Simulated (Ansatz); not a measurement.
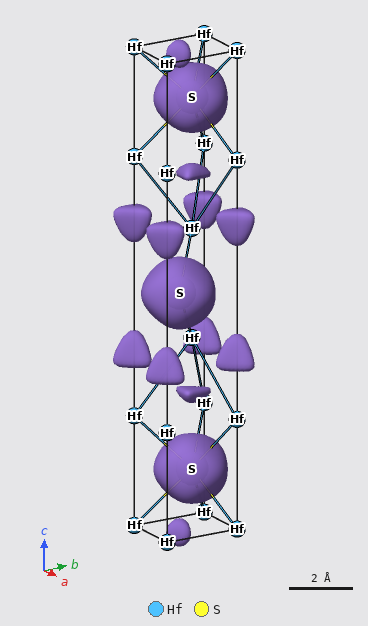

Hf₅S₃. Isosurface of the electron localisation function at 0.65 (purple), seen slightly off an axis. Only the valence region is drawn (cores and ρ < 0.01 e/Å³ removed). Sticks mark near contacts.

Space group P-6m2; a generated structure, not necessarily the stable one.

These are results of Ansatz 0.2.0, DFT PBE, scalar-relativistic, plane waves, PAW, not measurements.

Core electrons are frozen (PAW), and the valence fields are smoothed inside the atomic spheres.

Input file:

```
crystal:
  lattice:
    - [3.3551609397, 0.0, 0.0]
    - [-1.6775804699, 2.9056546076, 0.0]
    - [0.0, 0.0, 15.5111307609]
  atoms:
    - { symbol: Hf, position: [0.0, 0.0, 0.2291139619] }
    - { symbol: Hf, position: [0.0, 0.0, 0.7708860381] }
    - { symbol: Hf, position: [0.0, 0.0, 0.0] }
    - { symbol: Hf, position: [0.3333333333, 0.6666666667, 0.3859018048] }
    - { symbol: Hf, position: [0.3333333333, 0.6666666667, 0.6140981952] }
    - { symbol: S, position: [0.3333333333, 0.6666666667, 0.1122541378] }
    - { symbol: S, position: [0.3333333333, 0.6666666667, 0.8877458622] }
    - { symbol: S, position: [0.6666666667, 0.3333333333, 0.5] }
basis:
  ecutwfc: 420
kpoints:
  mp_grid: { grid: [12, 12, 2] }
  band_path:
    path:
      - [[0.0, 0.0, 0.0], [0.5, 0.0, 0.0], [0.33333333, 0.33333333, 0.0], [0.0, 0.0, 0.0], [0.0, 0.0, 0.5], [0.5, 0.0, 0.5], [0.33333333, 0.33333333, 0.5], [0.0, 0.0, 0.5]]
      - [[0.5, 0.0, 0.5], [0.5, 0.0, 0.0]]
      - [[0.33333333, 0.33333333, 0.5], [0.33333333, 0.33333333, 0.0]]
    npoints: 14
hamiltonian:
  xc: pbe
scf:
  occupations: { method: gaussian, width: 0.1 }
  n_extra_bands: 20
output:
  forces: true
  stress: true
  eigenvalues: true
  populations: true
  dos: { projected: true, de: 0.02, nscf_kmesh: { grid: [15, 15, 3] } }
  bader: true
  write_density: true
  write_potential: true
  elf: true
  volumetric_format: npy
```

Launched as:

```sh
ansatz run input.yaml --threads 1 --pin off --max-ram 2560MiB --backend cpu --events-out ev --progress --plain --runs-dir out
```

Below, planes, directions and counts refer to the conventional cell (a = 3.36 Å, b = 3.36 Å, c = 15.51 Å, α = 90.00°, β = 90.00°, γ = 120.00°).

> Where are the electrons localised?

At this value the surface marks out three regions wrapped around S (the valence shell of each) and five pockets between the atoms, centred on no nucleus (multi-centre or interstitial), counted in one cell of 8 atoms. Any copies at cell faces, edges or corners count once.

Values along the shortest contacts:
Hf–S (2.60 Å): the ELF peaks at about 0.85 in the valence shell of S, 0.8 Å from its nucleus, and is about 0.30 at the midpoint: no localised pair shows between them. Hf–Hf (3.11 Å): the ELF is about 0.30 at the midpoint; no localised pair shows between them.
